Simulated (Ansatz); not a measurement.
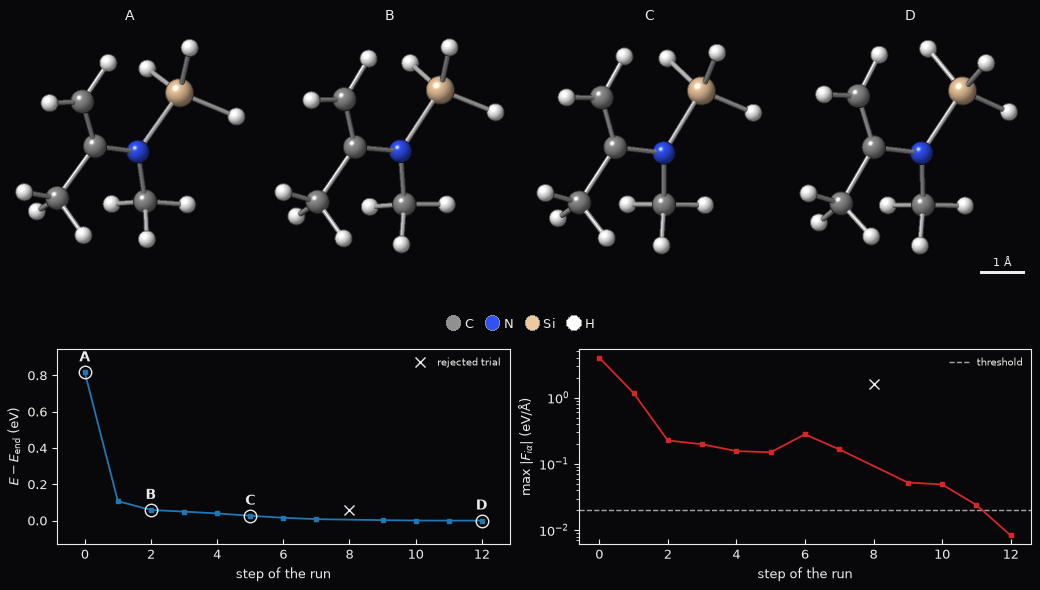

Frames of a relaxation of C4H11NSi, marked on the history of the run. Style: ball-and-stick. Shown from a free direction.

The run prepares an end point of a later path (hydrogen shift) calculation, from a guessed geometry.

Method: RKS revPBE/STO-3G in Ansatz 0.2.0. Set-up: no spin polarisation; force threshold 0.02 eV/Å; at most 50 steps.

> What happens along the run?

The energy falls by 0.816 eV in 11 accepted moves (12 points after the start). The largest force component goes from 4 to 0.0083 eV/Å. The line search rejected the trial step at point 8 of the run. An H atom moves most after the best rigid fit: 0.74 Å. Largest moves by element: H 0.74 Å, C 0.37 Å, Si 0.20 Å, N 0.09 Å. Some distances before and after: C–H 1.034 → 1.098 Å, C–N 1.439 → 1.502 Å, C–N 1.392 → 1.445 Å, C–C 1.496 → 1.549 Å. Bond angles that change, for instance: C–N–Si 108.8° → 118.0°, C–C–N 130.8° → 123.2°, N–C–H 115.7° → 108.9°. Cost: 58 s on 1 thread of Arm Neoverse V1, with other jobs on the host, peak memory 0.13 GiB. From step 0 to 2: an H atom moves most (0.18 Å), energy −0.758 eV. From step 2 to 5: an H atom moves most (0.25 Å), energy −0.032 eV. From step 5 to 12: an H atom moves most (0.38 Å), energy −0.027 eV.

Limits of the set-up: STO-3G is a minimal basis, so the numbers are rough.
